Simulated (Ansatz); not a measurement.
# BH2F (SMILES [H]B([H])F) at wB97X/STO-3G

What is the vertical electron affinity of BH2F at wB97X/STO-3G? 

The calculation is run with Ansatz 0.2.0.

56 further runs of the same task are left out: 2 that didn't finish, 54 set aside as unsound or not needed.

## (1) The structure to begin with

BH2F: 4 atoms, total charge 0, spin state singlet. SMILES: `[H]B([H])F`. Geometry: relaxed at GFN2-xTB.

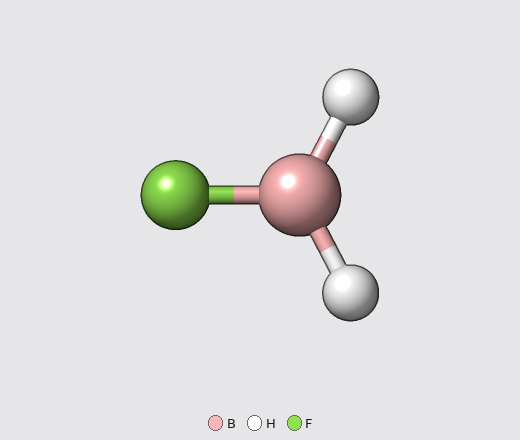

The structure, seen from a chosen angle (boron pink, hydrogen white, fluorine green).

## (2) The energy at wB97X/STO-3G

Contents of molecule.yaml:

```yaml
crystal:
  periodic: [false, false, false]
  atoms:
    - {symbol: B, position_ang: [0.029990, 0.049200, 0.000600]}
    - {symbol: H, position_ang: [1.198420, -0.033970, 0.015630]}
    - {symbol: H, position_ang: [-0.578270, 1.050180, -0.019450]}
    - {symbol: F, position_ang: [-0.650140, -1.065400, 0.003230]}
basis:
  gaussian: {orbitals: STO-3G}
hamiltonian: {xc: {name: wB97X}}
accuracy: high
```

Command:

```console
$ ansatz run molecule.yaml --threads 1 --pin off --max-ram 2610MiB --events-out events.jsonl --progress --plain --runs-dir runs
```

Standard output:

```text
Warning: RAYON_NUM_THREADS=1 ignored (pool sized by the plan → 1); use --threads N
Functional definition: wB97X
  name "wB97X"
  parameter omega = 0.3/bohr
  parameter cx = 0.157706
  parameter cx1 = 0.726479
  parameter cx2 = 1.04760
  parameter cx3 = -5.70635
  parameter cx4 = 13.2794
  parameter css1 = -4.33879
  parameter css2 = 18.2308
  parameter css3 = -31.7430
  parameter css4 = 17.2901
  parameter cos1 = 2.37031
  parameter cos2 = -11.3995
  parameter cos3 = 6.58405
  parameter cos4 = -3.78132
  exchange = spin_sum(e_x_unif_sr(omega)*poly(b97_u_x, 1 - cx, cx1, cx2, cx3, cx4)) + cx*exact_x_sr(omega)
      + exact_x_lr(omega)
  correlation = spin_sum(e_c_pw_same_spin*poly(b97_u_same, 1, css1, css2, css3, css4))
      + integral(e_c_pw_opposite_spin*poly(b97_u_opposite, 1, cos1, cos2, cos3, cos4))
186 factors; integrals over basis functions are off by at most 3.1e-8 eV
107 factors; integrals over basis functions are off by at most 1.4e-9 eV
mean field evaluation 1: about -3377.1922 eV, gradient 1.6e1 eV
mean field evaluation 2: about -3377.9037 eV, gradient 1.1e1 eV
mean field evaluation 4: about -3378.2214 eV, gradient 2.0e-1 eV
mean field evaluation 8: about -3378.1852 eV, gradient 3.5e-4 eV
mean field evaluation 16: about -3378.1852 eV, gradient 1.3e-8 eV
mean field -3378.18519897 eV, -124.1460162459 hartree, gradient 1.3e-8 eV, S^2 0.000000; 0 other end points of the search recorded, 0 dependent functions left out
reference -3378.18519772 eV, -124.1460162002 hartree; 8, 8 occupied and 4, 4 virtual orbitals, 186 factors
Total energy: -3378.18519772 eV, -124.1460162002 hartree
```

It took 1.5 s on 1 thread of Intel Xeon Platinum 8488C (Sapphire Rapids), shared host; peak memory 0.19 GiB.

## (3) The doublet anion, same level

Contents of run.yaml:

```yaml
crystal:
  periodic: [false, false, false]
  atoms:
    - {symbol: B, position_ang: [0.029990, 0.049200, 0.000600]}
    - {symbol: H, position_ang: [1.198420, -0.033970, 0.015630]}
    - {symbol: H, position_ang: [-0.578270, 1.050180, -0.019450]}
    - {symbol: F, position_ang: [-0.650140, -1.065400, 0.003230]}
basis:
  gaussian: {orbitals: STO-3G}
total_charge: -1
magnetization: {spin_polarized: true, initial_magnetization: 1}
hamiltonian: {xc: {name: wB97X}}
accuracy: high
```

Command:

```console
$ ansatz run run.yaml --threads 1 --pin off --max-ram 2610MiB --events-out events.jsonl --progress --plain --runs-dir runs
```

Standard output (excerpt; [...] marks lines left out):

```text
Warning: RAYON_NUM_THREADS=1 ignored (pool sized by the plan → 1); use --threads N
[... 2 set-up lines as earlier in the session ...]
[...]
      + exact_x_lr(omega)
[...]
      + integral(e_c_pw_opposite_spin*poly(b97_u_opposite, 1, cos1, cos2, cos3, cos4))
186 factors; integrals over basis functions are off by at most 3.1e-8 eV
109 factors; integrals over basis functions are off by at most 8.8e-10 eV
[...]
mean field -3371.65657008 eV, -123.9060935595 hartree, gradient 6.4e-8 eV, S^2 0.752927; 0 other end points of the search recorded, 0 dependent functions left out
reference -3371.65656894 eV, -123.9060935175 hartree; 9, 8 occupied and 3, 4 virtual orbitals, 186 factors
Total energy: -3371.65656894 eV, -123.9060935175 hartree
```

Run time: 3.3 s. Hardware: 1 thread of Intel Xeon Platinum 8488C (Sapphire Rapids), shared host; peak memory 0.3 GiB.

## (4) Outcome

Level: wB97X/STO-3G.

| quantity | value |
| --- | --- |
| singlet BH2F: total energy | -124.14602 Eh |
| doublet anion: total energy | -123.90609 Eh |
| doublet anion: ⟨S²⟩ | 0.753 |
| vertical electron affinity (to the doublet anion) | -6.529 eV |

The anion lies 6.53 eV (630 kJ/mol) above the neutral: the electron isn't bound at this level, and such a value depends on the basis. Without diffuse functions anions come out too high. In a minimal basis such a difference can be off by several eV, whatever the method.
